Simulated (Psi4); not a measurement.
Run report: CClFGeN, single-point calculation (part 2 of 2)

Continued. System: CClFGeN, multiplicity 2, SMILES N#[C][Ge]([F])[Cl]. Method: B3LYP/aug-pcseg-3, UKS (Psi4 1.11). The geometry comes from this level: PBE0-D4/def2-TZVP.

Geometry of the input (Å):
```
N  1.1698  -1.3329  1.5570
C  0.6477  -0.7550  0.7073
Ge -0.0632  0.1272  -0.8534
F  -1.7221  -0.3430  -0.9134
Cl 0.0175  2.2301  -0.5390
```

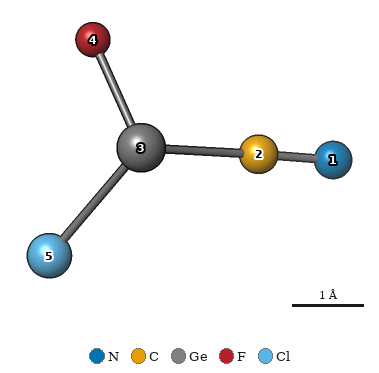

**Figure 1.** The input geometry (ball-and-stick view, seen at a tilt; atoms are numbered from 1 in the order of the input). Sticks mark near contacts.

What the program printed, continued
```
     343A      5.231456   344A      5.290332   345A      5.454185
     346A      5.686945   347A      5.754271   348A      5.795799
     349A      5.810643   350A      5.840842   351A      5.842183
     352A      5.914626   353A      5.945552   354A      6.018682
     355A      6.033680   356A      6.215880   357A      6.254323
     358A      6.338410   359A      6.352338   360A      6.363533
     361A      6.520913   362A      6.558417   363A      6.569343
     364A      6.570613   365A      6.686434   366A      6.861035
     367A      6.876197   368A      7.192839   369A      7.192975
     370A      7.244086   371A      7.262041   372A      7.358226
     373A      7.387444   374A      7.764643   375A      7.765711
     376A      8.025634   377A      8.091567   378A      8.119559
     379A      8.146833   380A      8.148629   381A      8.228454
     382A      8.238304   383A      8.242209   384A      8.245768
     385A      8.295093   386A      8.309256   387A      8.337153
     388A      8.369942   389A      8.390153   390A      8.429790
     391A      8.479261   392A      8.486035   393A      8.700229
     394A      8.707520   395A      8.800821   396A      8.861877
     397A      9.036354   398A      9.061971   399A      9.077921
     400A      9.187149   401A      9.236371   402A      9.253331
     403A      9.509790   404A      9.664215   405A      9.685552
     406A     10.911749   407A     11.492400   408A     11.498877
     409A     11.593476   410A     11.623468   411A     12.063181
     412A     12.117419   413A     12.351675   414A     16.429096
     415A     16.440575   416A     16.881562   417A     16.941795
     418A     17.098444   419A     18.905179   420A     18.913192
     421A     19.344593   422A     19.353895   423A     19.494307
     424A     21.216643   425A     21.223572   426A     21.297808
     427A     21.316402   428A     21.381593   429A     24.470456
     430A     26.199966   431A     26.936311   432A     26.941084
     433A     27.007027   434A     27.044208   435A     27.264899
     436A     32.900357   437A     56.058106

    Beta Occupied:

       1A   -398.734103     2A   -101.549681     3A    -49.807308
       4A    -44.322761     5A    -44.322153     6A    -44.322097
       7A    -24.697521     8A    -14.358310     9A    -10.234290
      10A     -9.495212    11A     -7.253600    12A     -7.248670
      13A     -7.248366    14A     -6.307233    15A     -4.479757
      16A     -4.478780    17A     -4.477597    18A     -1.317200
      19A     -1.305131    20A     -1.301988    21A     -1.301757
      22A     -1.300840    23A     -1.182368    24A     -0.938407
      25A     -0.861282    26A     -0.621439    27A     -0.506998
      28A     -0.469644    29A     -0.454211    30A     -0.433892
      31A     -0.394156    32A     -0.387552    33A     -0.382853
      34A     -0.370574    35A     -0.365734

    Beta Virtual:

      36A     -0.195675    37A     -0.060780    38A     -0.057381
      39A     -0.013413    40A      0.005392    41A      0.009085
      42A      0.009886    43A      0.022083    44A      0.029716
      45A      0.032925    46A      0.033117    47A      0.040674
      48A      0.043638    49A      0.051195    50A      0.054088
      51A      0.063796    52A      0.067529    53A      0.073935
      54A      0.076583    55A      0.080428    56A      0.083207
      57A      0.089481    58A      0.091742    59A      0.093192
      60A      0.098864    61A      0.104222    62A      0.106942
      63A      0.114151    64A      0.118111    65A      0.129667
      66A      0.130959    67A      0.146625    68A      0.152814
      69A      0.156924    70A      0.167076    71A      0.169034
      72A      0.179018    73A      0.181641    74A      0.187421
      75A      0.192319    76A      0.199779    77A      0.202217
      78A      0.210100    79A      0.217709    80A      0.218675
      81A      0.221369    82A      0.229516    83A      0.230957
      84A      0.238914    85A      0.248617    86A      0.255954
      87A      0.257344    88A      0.271508    89A      0.275473
      90A      0.279478    91A      0.283401    92A      0.296489
      93A      0.301451    94A      0.302364    95A      0.310354
      96A      0.315881    97A      0.321742    98A      0.323116
      99A      0.335722   100A      0.337205   101A      0.347341
     102A      0.355045   103A      0.357749   104A      0.362952
     105A      0.365750   106A      0.377615   107A      0.381160
     108A      0.386335   109A      0.390972   110A      0.400944
     111A      0.403274   112A      0.409462   113A      0.411450
     114A      0.421288   115A      0.426173   116A      0.429176
     117A      0.435207   118A      0.439031   119A      0.442538
     120A      0.448365   121A      0.459909   122A      0.466498
     123A      0.476387   124A      0.482416   125A      0.488838
     126A      0.503349   127A      0.508169   128A      0.516595
     129A      0.521359   130A      0.532057   131A      0.540262
     132A      0.547828   133A      0.549311   134A      0.552625
     135A      0.560666   136A      0.572749   137A      0.577255
     138A      0.586793   139A      0.592846   140A      0.603694
     141A      0.612404   142A      0.613631   143A      0.620133
     144A      0.624796   145A      0.627845   146A      0.637137
     147A      0.647148   148A      0.652874   149A      0.654884
     150A      0.659220   151A      0.671963   152A      0.678405
     153A      0.688277   154A      0.692051   155A      0.695690
     156A      0.702724   157A      0.712843   158A      0.721490
     159A      0.730903   160A      0.739070   161A      0.743991
     162A      0.747457   163A      0.758043   164A      0.771632
     165A      0.784812   166A      0.788611   167A      0.790685
     168A      0.798111   169A      0.803043   170A      0.812858
     171A      0.822330   172A      0.827022   173A      0.830639
     174A      0.841092   175A      0.853527   176A      0.857524
     177A      0.873640   178A      0.883846   179A      0.887694
     180A      0.891832   181A      0.898486   182A      0.904015
     183A      0.918414   184A      0.938595   185A      0.948742
     186A      0.968053   187A      0.970086   188A      0.976581
     189A      0.982680   190A      0.987999   191A      0.996891
     192A      1.009476   193A      1.028649   194A      1.032795
     195A      1.041760   196A      1.058455   197A      1.062251
     198A      1.074035   199A      1.079900   200A      1.096237
     201A      1.098501   202A      1.114783   203A      1.119471
     204A      1.132963   205A      1.142838   206A      1.151517
     207A      1.168621   208A      1.175270   209A      1.187168
     210A      1.203130   211A      1.215935   212A      1.225742
     213A      1.234293   214A      1.261855   215A      1.281633
     216A      1.297596   217A      1.301869   218A      1.322446
     219A      1.355250   220A      1.364758   221A      1.369392
     222A      1.388824   223A      1.390172   224A      1.416725
     225A      1.428572   226A      1.468570   227A      1.475648
     228A      1.501644   229A      1.511395   230A      1.529211
     231A      1.549829   232A      1.576827   233A      1.600409
     234A      1.609089   235A      1.631490   236A      1.644833
     237A      1.707989   238A      1.714779   239A      1.733734
     240A      1.743479   241A      1.779962   242A      1.806564
     243A      1.818418   244A      1.868008   245A      1.877712
     246A      1.903256   247A      1.914749   248A      1.922043
     249A      1.956038   250A      1.963853   251A      1.997683
     252A      2.017577   253A      2.048152   254A      2.067935
     255A      2.081601   256A      2.088614   257A      2.168921
     258A      2.198934   259A      2.225818   260A      2.254336
     261A      2.266471   262A      2.294798   263A      2.309927
     264A      2.346587   265A      2.369427   266A      2.383941
     267A      2.393049   268A      2.432782   269A      2.460590
     270A      2.487830   271A      2.564382   272A      2.604075
     273A      2.623618   274A      2.652641   275A      2.688695
     276A      2.714252   277A      2.747421   278A      2.769444
     279A      2.784801   280A      2.796552   281A      2.828398
     282A      2.837512   283A      2.850776   284A      2.865234
     285A      2.895409   286A      2.958057   287A      3.017492
     288A      3.039766   289A      3.053537   290A      3.064500
     291A      3.267510   292A      3.279002   293A      3.406933
     294A      3.418761   295A      3.438684   296A      3.497836
     297A      3.518361   298A      3.562483   299A      3.600789
     300A      3.639031   301A      3.656026   302A      3.703814
     303A      3.753836   304A      3.755789   305A      3.759118
     306A      3.760191   307A      3.794220   308A      3.805829
     309A      3.836949   310A      3.868302   311A      3.874923
     312A      3.881806   313A      3.904287   314A      3.936135
     315A      3.964248   316A      3.973213   317A      3.987872
     318A      4.067534   319A      4.093987   320A      4.107744
     321A      4.150600   322A      4.193702   323A      4.223567
     324A      4.242309   325A      4.268513   326A      4.312976
     327A      4.445300   328A      4.492844   329A      4.499650
     330A      4.533454   331A      4.617093   332A      4.694131
     333A      4.849256   334A      4.880706   335A      4.902891
     336A      4.943492   337A      5.010860   338A      5.070631
     339A      5.085322   340A      5.107631   341A      5.154736
     342A      5.217643   343A      5.235002   344A      5.294769
     345A      5.459119   346A      5.691718   347A      5.760001
     348A      5.798559   349A      5.813142   350A      5.843780
     351A      5.846004   352A      5.918557   353A      5.949931
     354A      6.022309   355A      6.035403   356A      6.222570
     357A      6.258354   358A      6.341545   359A      6.357854
     360A      6.367420   361A      6.523501   362A      6.560952
     363A      6.571942   364A      6.573221   365A      6.691898
     366A      6.864236   367A      6.879209   368A      7.194895
     369A      7.195031   370A      7.252139   371A      7.270003
     372A      7.364059   373A      7.392136   374A      7.767504
     375A      7.768585   376A      8.031804   377A      8.098931
     378A      8.127301   379A      8.149330   380A      8.151123
     381A      8.231271   382A      8.241772   383A      8.243573
     384A      8.246848   385A      8.298405   386A      8.312205
     387A      8.340655   388A      8.373057   389A      8.393326
     390A      8.433804   391A      8.481781   392A      8.488506
     393A      8.704688   394A      8.713416   395A      8.809609
     396A      8.866056   397A      9.039471   398A      9.063360
     399A      9.082488   400A      9.193578   401A      9.239295
     402A      9.257306   403A      9.512873   404A      9.667809
     405A      9.687713   406A     10.919804   407A     11.496579
     408A     11.503216   409A     11.598119   410A     11.628461
     411A     12.070464   412A     12.122544   413A     12.358037
     414A     16.429602   415A     16.441090   416A     16.884901
     417A     16.945487   418A     17.102062   419A     18.907200
     420A     18.915230   421A     19.348241   422A     19.354823
     423A     19.496499   424A     21.217832   425A     21.224963
     426A     21.300258   427A     21.317779   428A     21.384142
     429A     24.474362   430A     26.202685   431A     26.941199
     432A     26.947721   433A     27.016822   434A     27.048570
     435A     27.273394   436A     32.901531   437A     56.061496

    Final Occupation by Irrep:
              A
    DOCC [    35 ]
    SOCC [     1 ]
    NA   [    36 ]
    NB   [    35 ]

  @DF-UKS Final Energy: -2730.16480394111295

   => Energetics <=

    Nuclear Repulsion Energy =            409.3918107999704716
    One-Electron Energy =               -4610.0854321411343335
    Two-Electron Energy =                1575.3754927004169986
    DFT Exchange-Correlation Energy =    -104.8466753003666696
    Empirical Dispersion Energy =           0.0000000000000000
    VV10 Nonlocal Energy =                  0.0000000000000000
    Total Energy =                      -2730.1648039411134050

  UHF NO Occupations:
  HONO-2 :   34  A 1.9998162
  HONO-1 :   35  A 1.9993375
  HONO-0 :   36  A 1.0000000
  LUNO+0 :   37  A 0.0006625
  LUNO+1 :   38  A 0.0001838
  LUNO+2 :   39  A 0.0001176
  LUNO+3 :   40  A 0.0000444

Computation Completed

Properties will be evaluated at   0.000000,   0.000000,   0.000000 [a0]

Properties computed using the SCF density matrix

 Multipole Moments:

 ------------------------------------------------------------------------------------
     Multipole            Electronic (a.u.)      Nuclear  (a.u.)        Total (a.u.)
 ------------------------------------------------------------------------------------

 L = 1.  Multiply by 2.5417464519 to convert [e a0] to [Debye]
 Dipole X            :         -1.1219524            1.2758956            0.1539432
 Dipole Y            :         -0.5493877            0.9737855            0.4243978
 Dipole Z            :         -5.2922697            4.3130105           -0.9792592
 Magnitude           :                                                    1.0783138

 ------------------------------------------------------------------------------------

	total time  =        140 seconds =       2.33 minutes

    Psi4 run time: 0:02:20.01
```

Summary

```csv
quantity,value
outcome,converged
total energy,−2730.164804 hartree
basis functions,437
⟨S²⟩,0.752
dipole moment,2.74 D
hardware,"1 thread of Intel Xeon (Sapphire Rapids), 16 GiB of memory available, shared host"
wall time,2.4 min
peak memory,1.4 GiB
```
